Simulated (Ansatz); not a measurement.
## Nb under a change: Zr on a Nb site, symmetric start

Take a 12-atom supercell of Nb in the bcc (W type) structure (space group Im-3m, No. 229; a = 3.310 Å) at its relaxed geometry as the base.

Now apply this change: a neutral Zr on a Nb site, symmetric start, atoms relaxed at fixed cell.

Computed with PBE, PAW, 420 eV (Ansatz, a quantum-chemistry and plane-wave program; no SOC). Γ-centred 7×7×5 mesh, Fermi–Dirac width 0.05 eV.

```csv
quantity,base,changed,shift
pressure,0.2 GPa,3.2 GPa,+2.93 GPa
energy gained by relaxation,–,0.05 eV,–
```

Final structure:

```
CELL_PARAMETERS angstrom
     -3.30962     3.30962     3.30962
      3.30962    -3.30962     3.30962
      4.96443     4.96443    -1.65481
ATOMIC_POSITIONS crystal
  Zr 0.00000 0.00000 0.00000
  Nb 0.00000 0.50000 0.00000
  Nb 0.50000 0.00000 0.00000
  Nb 0.50000 0.50000 0.00000
  Nb 0.33970 0.33970 0.33968
  Nb 0.16990 0.16990 0.66115
  Nb 0.33271 0.83457 0.33427
  Nb 0.16543 0.66729 0.66573
  Nb 0.83457 0.33271 0.33427
  Nb 0.66729 0.16543 0.66573
  Nb 0.83010 0.83010 0.33885
  Nb 0.66030 0.66030 0.66032
```

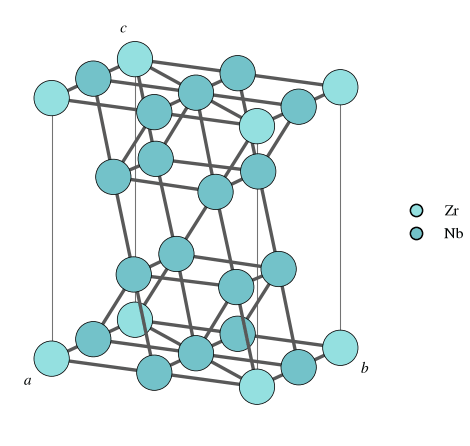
The relaxed cell after the change

In so small a cell the defect repeats every few ångströms: this is an ordered compound, not a dilute defect. The defect started on the symmetric site and kept its symmetry, so it may sit on a saddle. All final runs are without spin polarisation. An odd electron count without spin: ZrNb11. The defect cell is not spin-polarised.
